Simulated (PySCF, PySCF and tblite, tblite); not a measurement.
# C8H14Si: a path driven as a shift of bonds, and NMR exchange, part 2 of 2

PySCF and tblite. Atoms count from 0. Earlier steps stand in the parts before.

## 10. Kinetics and line shapes

Job settings and geometry (Å):

```
{"job": {"smiles": "C[Si](C)(C)C1C=CC=C1", "charge": 0, "mult": 1, "motion": "shift", "what": "ring whizzing, 1,2-shift on cyclopentadiene", "atoms": [1, 4, 8], "drives": [{"terms": [["d", [1, 4], 1], ["d", [1, 8], -1]], "neg": true, "n": 14}], "study": "path", "level": {"kind": "nmr", "xc": "PBE0", "basis": "pcSseg-1"}, "fields": [100, 360, 800], "first": 1, "seed": 655, "kind": "path"}, "charge": 0, "multiplicity": 1}
C     -1.366695    -1.591067    -1.349288
Si    -0.747350    -0.491170     0.082193
C     -2.236997     0.138317     1.095571
C      0.456332    -1.458227     1.195638
C      0.161385     1.045746    -0.679698
C      1.365601     0.571270    -1.391201
C      2.463993     0.958727    -0.716088
C      2.064085     1.755024     0.409917
C      0.721548     1.853410     0.422663
H     -0.540825    -2.014395    -1.912174
H     -1.960078    -2.416948    -0.970072
H     -1.988207    -1.035328    -2.045019
H     -2.894634     0.763978     0.499537
H     -2.826939    -0.693009     1.468202
H     -1.916727     0.721373     1.953255
H      1.316887    -1.807045     0.633341
H     -0.025435    -2.325277     1.636989
H      0.827336    -0.836706     2.004662
H     -0.558122     1.569650    -1.304885
H      1.327803    -0.016289    -2.290232
H      3.486755     0.735199    -0.965611
H      2.749834     2.202625     1.108198
H      0.115698     2.397128     1.124182
```

The program printed:

```text
stationary points (kcal/mol above the start)
  n  kind          group   xTB      DFT    lowest mode
  0  minimum      Cs       0.00     0.00      24.5
  1  saddle       C1      10.99    14.28    -259.1
  2  minimum      Cs       0.00     0.00      25.4

GFN2-xTB energies: T/K, barrier G, reaction G (kcal/mol), k forward, k back (1/s)
 150.00    11.28     0.02   0.000227   0.000241
 200.00    11.44     0.02       2.61       2.75
 250.00    11.61     0.02        745        779
 298.15    11.76     0.02   2.96e+04   3.08e+04
 350.00    11.94     0.03   5.14e+05   5.33e+05
 400.00    12.10     0.03   4.07e+06   4.21e+06
 500.00    12.44     0.03   7.61e+07   7.84e+07

PBE0/pcSseg-1 + D3(BJ) energies: T/K, barrier G, reaction G (kcal/mol), k forward, k back (1/s)
 150.00    14.56     0.02   3.77e-09   3.98e-09
 200.00    14.72     0.02   0.000679   0.000712
 250.00    14.89     0.02       1.01       1.05
 298.15    15.05     0.02        116        121
 350.00    15.22     0.02   4.59e+03   4.76e+03
 400.00    15.38     0.03   6.56e+04   6.78e+04
 500.00    15.72     0.03    2.8e+06   2.88e+06
```

Run time: 2.4 min. Hardware: 1 thread of Arm Neoverse V1, shared host; peak memory 1.1 GiB. This counts the whole study up to here.

Barriers by level (kcal/mol; entropies in cal/(mol K)). Zero-point and thermal terms come from xTB in every row. ΔG‡ leaves symmetry out; the rate counts equivalent paths (a factor of 2); effective ΔG‡, where given, is the barrier that would give that rate by Eyring's equation alone:

| level | ΔE‡ | with zero-point | ΔH‡ | ΔS‡ | ΔG‡ (298 K) | ΔE of reaction | k at 298 K (1/s) | effective ΔG‡ |
| --- | --- | --- | --- | --- | --- | --- | --- | --- |
| GFN2-xTB | 10.99 | 10.92 | 10.34 | -4.8 | 11.76 | 0.00 | 3e+04 | 11.35 |
| PBE0/pcSseg-1 + D3(BJ) | 14.28 | 14.21 | 13.62 | -4.8 | 15.05 | 0.00 | 1.2e+02 | 14.63 |

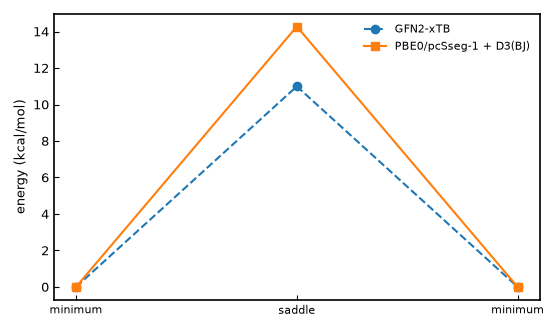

The xTB stationary points, at both levels.

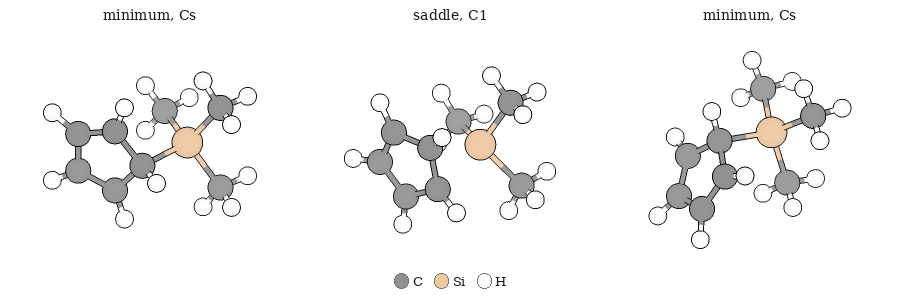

The stationary points in order.

Sites that the driver pairs across this motion, and where their lines would merge (no couplings; faster rotations or exchange between molecules can average them sooner):

| nucleus | sites: shielding (ppm) | proton frequency (MHz) | spread (Hz) | coalescence (K) | lines at 298 K |
| --- | --- | --- | --- | --- | --- |
| ¹³C | C4: 130.5; C5, C8: 46.4; C6, C7: 49.7 | 100 | 2114 | 350 | 3 |
| ¹³C | C4: 130.5; C5, C8: 46.4; C6, C7: 49.7 | 360 | 7611 | 372 | 3 |
| ¹³C | C4: 130.5; C5, C8: 46.4; C6, C7: 49.7 | 800 | 16914 | 388 | 3 |
| ¹H | H18: 28.28; H19, H22: 25.03; H20, H21: 24.81 | 100 | 347 | 321 | 2 |
| ¹H | H18: 28.28; H19, H22: 25.03; H20, H21: 24.81 | 360 | 1249 | 340 | 3 |
| ¹H | H18: 28.28; H19, H22: 25.03; H20, H21: 24.81 | 800 | 2776 | 353 | 3 |

## 11. Shieldings, start: BLYP/pcSseg-1

Job settings and geometry (Å):

```
{"job": {"kind": "nmr", "xc": "BLYP", "basis": "pcSseg-1", "pop": false}, "charge": 0, "multiplicity": 1}
C     -1.366695    -1.591067    -1.349288
Si    -0.747350    -0.491170     0.082193
C     -2.236997     0.138317     1.095571
C      0.456332    -1.458227     1.195638
C      0.161385     1.045746    -0.679698
C      1.365601     0.571270    -1.391201
C      2.463993     0.958727    -0.716088
C      2.064085     1.755024     0.409917
C      0.721548     1.853410     0.422663
H     -0.540825    -2.014395    -1.912174
H     -1.960078    -2.416948    -0.970072
H     -1.988207    -1.035328    -2.045019
H     -2.894634     0.763978     0.499537
H     -2.826939    -0.693009     1.468202
H     -1.916727     0.721373     1.953255
H      1.316887    -1.807045     0.633341
H     -0.025435    -2.325277     1.636989
H      0.827336    -0.836706     2.004662
H     -0.558122     1.569650    -1.304885
H      1.327803    -0.016289    -2.290232
H      3.486755     0.735199    -0.965611
H      2.749834     2.202625     1.108198
H      0.115698     2.397128     1.124182
```

The program printed:

```text
coarse grid: 18992 points
cycle   1  E = -602.2227314300  dE =  7.857e-01  |g| = 9.579e-01  |ddm| = 4.435e+00
cycle   2  E = -601.8882839589  dE =  3.344e-01  |g| = 1.452e+00  |ddm| = 2.254e+00
cycle   3  E = -602.4627820277  dE = -5.745e-01  |g| = 9.447e-02  |ddm| = 1.559e+00
cycle   4  E = -602.4636071899  dE = -8.252e-04  |g| = 7.283e-02  |ddm| = 1.803e-01
cycle   5  E = -602.4649051090  dE = -1.298e-03  |g| = 2.623e-02  |ddm| = 9.251e-02
cycle   6  E = -602.4650716531  dE = -1.665e-04  |g| = 8.423e-03  |ddm| = 3.118e-02
cycle   7  E = -602.4650900900  dE = -1.844e-05  |g| = 1.223e-03  |ddm| = 8.766e-03
cycle   8  E = -602.4650904550  dE = -3.650e-07  |g| = 3.768e-04  |ddm| = 1.858e-03
final grid: 176800 points
cycle   9  E = -602.5497306589  dE = -6.453e-05  |g| = 1.233e-02  |ddm| = 4.519e-02
cycle  10  E = -602.5496738101  dE =  5.685e-05  |g| = 1.919e-02  |ddm| = 2.913e-02
cycle  11  E = -602.5497691750  dE = -9.536e-05  |g| = 1.995e-03  |ddm| = 1.844e-02
cycle  12  E = -602.5497700544  dE = -8.794e-07  |g| = 7.699e-04  |ddm| = 2.468e-03
cycle  13  E = -602.5497702147  dE = -1.603e-07  |g| = 1.034e-04  |ddm| = 8.587e-04
cycle  14  E = -602.5497702171  dE = -2.413e-09  |g| = 4.157e-05  |ddm| = 1.632e-04
cycle  15  E = -602.5497702175  dE = -4.281e-10  |g| = 1.069e-05  |ddm| = 4.519e-05
converged SCF energy = -602.5497702175

GIAO shielding tensors (ppm)
atom      isotropic    diamagn.    paramagn.     s11        s22        s33       span
  0 C      176.124     252.676     -76.552    168.499    174.183    185.689     17.190
  1 Si     316.428     882.029    -565.601    306.931    316.483    325.870     18.940
  2 C      176.086     252.677     -76.592    168.439    174.154    185.663     17.224
  3 C      186.218     252.835     -66.617    182.275    182.997    193.382     11.107
  4 C      118.734     253.856    -135.122     96.008    119.438    140.755     44.747
  5 C       39.580     255.441    -215.861    -59.605     28.999    149.346    208.951
  6 C       42.751     252.317    -209.565    -52.158     38.216    142.195    194.353
  7 C       42.713     252.318    -209.604    -52.241     38.204    142.177    194.418
  8 C       39.587     255.458    -215.871    -59.640     29.034    149.366    209.006
  9 H       31.616      32.748      -1.133     27.085     30.091     37.670     10.585
 10 H       31.681      30.656       1.025     27.631     29.112     38.299     10.668
 11 H       31.432      31.792      -0.360     27.927     29.142     37.227      9.300
 12 H       31.432      31.791      -0.359     27.928     29.143     37.223      9.295
 13 H       31.681      30.658       1.023     27.634     29.111     38.299     10.665
 14 H       31.616      32.752      -1.136     27.086     30.096     37.665     10.579
 15 H       32.189      32.935      -0.747     26.937     32.075     37.553     10.616
 16 H       32.521      31.140       1.381     28.061     29.588     39.914     11.853
 17 H       32.188      32.936      -0.748     26.938     32.074     37.553     10.616
 18 H       28.370      32.526      -4.156     25.218     26.468     33.423      8.204
 19 H       25.275      34.015      -8.740     23.283     24.032     28.510      5.226
 20 H       25.050      31.690      -6.641     23.625     24.111     27.414      3.790
 21 H       25.049      31.691      -6.641     23.623     24.110     27.414      3.792
 22 H       25.274      34.011      -8.737     23.287     24.031     28.504      5.217
```

It took 71 s on 1 thread of Arm Neoverse V1, shared host; peak memory 0.82 GiB.

This run: HOMO -5.01 eV, LUMO -1.00 eV; dipole 1.07 D.

## 12. Single-point energy, saddle of leg 1: BLYP/pcSseg-1

Job settings and geometry (Å):

```
{"job": {"kind": "sp", "xc": "BLYP", "basis": "pcSseg-1", "pop": false}, "charge": 0, "multiplicity": 1}
C     -1.566822    -1.317887    -1.195327
Si    -0.611894    -0.314085     0.132237
C     -1.951780     0.189789     1.406624
C      0.664938    -1.452105     0.960192
C      0.341187     0.966450    -1.295565
C      1.666000     0.546566    -1.464205
C      2.391469     0.897197    -0.333352
C      1.562180     1.565460     0.552873
C      0.269519     1.618662     0.007609
H     -0.904233    -1.719073    -1.956242
H     -2.082162    -2.153567    -0.732869
H     -2.317080    -0.714815    -1.698350
H     -2.684828     0.864784     0.974855
H     -2.486421    -0.688519     1.752840
H     -1.525300     0.680362     2.276152
H      1.508750    -1.655089     0.310918
H      0.200143    -2.400070     1.207994
H      1.051893    -1.022463     1.877417
H     -0.366693     1.114982    -2.090736
H      2.046510     0.020253    -2.321583
H      3.433918     0.684450    -0.171956
H      1.846412     1.957949     1.512890
H     -0.485707     2.330770     0.287583
```

The program printed:

```text
coarse grid: 18992 points
cycle   1  E = -602.1897936937  dE =  8.883e-01  |g| = 9.691e-01  |ddm| = 4.437e+00
cycle   2  E = -601.8308657927  dE =  3.589e-01  |g| = 1.487e+00  |ddm| = 2.406e+00
cycle   3  E = -602.4321003751  dE = -6.012e-01  |g| = 1.513e-01  |ddm| = 1.710e+00
cycle   4  E = -602.4357892465  dE = -3.689e-03  |g| = 9.880e-02  |ddm| = 2.955e-01
cycle   5  E = -602.4384551581  dE = -2.666e-03  |g| = 2.269e-02  |ddm| = 1.410e-01
cycle   6  E = -602.4385716137  dE = -1.165e-04  |g| = 7.517e-03  |ddm| = 3.459e-02
cycle   7  E = -602.4385859919  dE = -1.438e-05  |g| = 1.529e-03  |ddm| = 8.993e-03
cycle   8  E = -602.4385865925  dE = -6.006e-07  |g| = 5.159e-04  |ddm| = 2.467e-03
final grid: 176800 points
cycle   9  E = -602.5222767827  dE = -6.104e-05  |g| = 1.261e-02  |ddm| = 5.551e-02
cycle  10  E = -602.5222176468  dE =  5.914e-05  |g| = 1.960e-02  |ddm| = 3.170e-02
cycle  11  E = -602.5223170551  dE = -9.941e-05  |g| = 1.760e-03  |ddm| = 2.080e-02
cycle  12  E = -602.5223177093  dE = -6.542e-07  |g| = 7.890e-04  |ddm| = 2.862e-03
cycle  13  E = -602.5223178812  dE = -1.719e-07  |g| = 9.650e-05  |ddm| = 1.041e-03
cycle  14  E = -602.5223178830  dE = -1.773e-09  |g| = 5.536e-05  |ddm| = 1.764e-04
cycle  15  E = -602.5223178838  dE = -7.828e-10  |g| = 1.725e-05  |ddm| = 7.692e-05
converged SCF energy = -602.5223178838
```

Wall time 52 s (1 thread of Arm Neoverse V1, shared host); peak memory 0.53 GiB.

Key values: HOMO -5.10 eV, LUMO -0.55 eV; dipole 1.03 D.

## 13. Second level: BLYP/pcSseg-1 + D3(BJ)

Changed since step 10:

```diff
@@ -1,2 +1,2 @@
-{"job": {"smiles": "C[Si](C)(C)C1C=CC=C1", "charge": 0, "mult": 1, "motion": "shift", "what": "ring whizzing, 1,2-shift on cyclopentadiene", "atoms": [1, 4, 8], "drives": [{"terms": [["d", [1, 4], 1], ["d", [1, 8], -1]], "neg": true, "n": 14}], "study": "path", "level": {"kind": "nmr", "xc": "PBE0", "basis": "pcSseg-1"}, "fields": [100, 360, 800], "first": 1, "seed": 655, "kind": "path"}, "charge": 0, "multiplicity": 1}
+{"job": {"smiles": "C[Si](C)(C)C1C=CC=C1", "charge": 0, "mult": 1, "motion": "shift", "what": "ring whizzing, 1,2-shift on cyclopentadiene", "atoms": [1, 4, 8], "drives": [{"terms": [["d", [1, 4], 1], ["d", [1, 8], -1]], "neg": true, "n": 14}], "study": "path", "level": {"kind": "nmr", "xc": "BLYP", "basis": "pcSseg-1", "wide": true}, "fields": [100, 360, 800], "first": 1, "seed": 655, "kind": "pathvar"}, "charge": 0, "multiplicity": 1}
 C     -1.366695    -1.591067    -1.349288
```

The program printed:

```text
stationary points (kcal/mol above the start)
  n  kind          group   xTB      DFT    lowest mode
  0  minimum      Cs       0.00     0.00      24.5
  1  saddle       C1      10.99    16.12    -259.1
  2  minimum      Cs       0.00     0.00      25.4

GFN2-xTB energies: T/K, barrier G, reaction G (kcal/mol), k forward, k back (1/s)
 150.00    11.28     0.02   0.000227   0.000241
 200.00    11.44     0.02       2.61       2.75
 250.00    11.61     0.02        745        779
 298.15    11.76     0.02   2.96e+04   3.08e+04
 350.00    11.94     0.03   5.14e+05   5.33e+05
 400.00    12.10     0.03   4.07e+06   4.21e+06
 500.00    12.44     0.03   7.61e+07   7.84e+07

PBE0/pcSseg-1 + D3(BJ) energies: T/K, barrier G, reaction G (kcal/mol), k forward, k back (1/s)
 150.00    14.56     0.02   3.77e-09   3.98e-09
 200.00    14.72     0.02   0.000679   0.000712
 250.00    14.89     0.02       1.01       1.05
 298.15    15.05     0.02        116        121
 350.00    15.22     0.02   4.59e+03   4.76e+03
 400.00    15.38     0.03   6.56e+04   6.78e+04
 500.00    15.72     0.03    2.8e+06   2.88e+06

BLYP/pcSseg-1 + D3(BJ) energies: T/K, barrier G, reaction G (kcal/mol), k forward, k back (1/s)
 150.00    16.41     0.02   7.82e-12   8.26e-12
 200.00    16.57     0.02    6.6e-06   6.92e-06
 250.00    16.73     0.02     0.0248     0.0259
 298.15    16.89     0.02        5.2       5.41
 350.00    17.06     0.02        325        337
 400.00    17.23     0.03   6.46e+03   6.68e+03
 500.00    17.56     0.03   4.39e+05   4.52e+05
```

It took 4.4 min on 1 thread of Arm Neoverse V1, shared host; peak memory 1.1 GiB. This counts the runs that the step sums up.

Barriers by level (kcal/mol; entropies in cal/(mol K)). Zero-point and thermal terms come from xTB in every row. ΔG‡ leaves symmetry out; the rate counts equivalent paths (a factor of 2); effective ΔG‡, where given, is the barrier that would give that rate by Eyring's equation alone:

| level | ΔE‡ | with zero-point | ΔH‡ | ΔS‡ | ΔG‡ (298 K) | ΔE of reaction | k at 298 K (1/s) | effective ΔG‡ |
| --- | --- | --- | --- | --- | --- | --- | --- | --- |
| GFN2-xTB | 10.99 | 10.92 | 10.34 | -4.8 | 11.76 | 0.00 | 3e+04 | 11.35 |
| PBE0/pcSseg-1 + D3(BJ) | 14.28 | 14.21 | 13.62 | -4.8 | 15.05 | 0.00 | 1.2e+02 | 14.63 |
| BLYP/pcSseg-1 + D3(BJ) | 16.12 | 16.05 | 15.47 | -4.8 | 16.89 | 0.00 | 5.2 | 16.48 |

## 14. Summary of results

What follows sums up all 2 parts.

| quantity | value |
| --- | --- |
| barrier (PBE0/pcSseg-1 + D3(BJ)) | ΔE‡ 14.3, ΔG‡(298 K) 15.1 kcal/mol |
| barrier (GFN2-xTB) | ΔE‡ 11.0 kcal/mol |
| rate at 298 K | 1.2e+02 s⁻¹ |
| end of the path | the start, renumbered or mirrored |
| coalescence of ¹³C C4 | 388 K at 800 MHz |

DFT puts the top 14.3 kcal/mol above the start (xTB: 11.0); the rate from the DFT barrier is 1.2e+02 s⁻¹ at 298 K. An error of 1.4 kcal/mol changes that rate tenfold. The ¹³C lines of C4 and its partners, 16914 Hz apart at 800 MHz, merge at 388 K, so by this path alone the exchange at 298 K is slow for them; other paths were not followed. BLYP/pcSseg-1 + D3(BJ) moves the barrier from 14.3 to 16.1 kcal/mol.
